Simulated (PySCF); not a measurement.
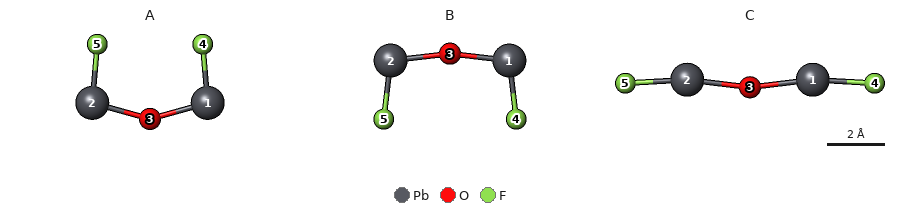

3 geometries from one relaxation of Pb$_{2}$OF$_{2}$, in shuffled order. The picture is a ball-and-stick view, seen face on.

The start is a saddle point found before, displaced along its imaginary mode.

Computed with RKS BP86, Pb def2-SVP with ECP60, O def2-SVP, F def2-SVP; non-relativistic Hamiltonian with scalar-relativistic core potentials; density fitting (PySCF). (symmetry kept (C2v))

> Put them in the order of the run, from the start to the converged end.

C, B, A. They are steps 0, 24, 33, at +50.3 kcal/mol, +0.64 kcal/mol relative to the last. The largest moves after the best rigid fit, 2.89 Å, are those of F4 and F5. By element the largest moves are F 2.89 Å, O 1.12 Å, Pb 0.84 Å. Near-neighbour distances that change, for instance: Pb1–O3 2.235 → 2.117 Å, Pb1–F4 2.189 → 2.086 Å. Among the angles between lasting bonds that change: O3–Pb1–F4 169.8° → 100.7°, Pb1–O3–Pb2 166.2° → 148.9°. Over 33 geometry steps the energy falls by 50.3 kcal/mol. Largest force component: 0.53 eV/Å at the start, 0.0006 eV/Å at the end. The run took 3 min on 2 threads of Arm Neoverse N1, with other jobs on the host, peak memory 0.73 GiB.
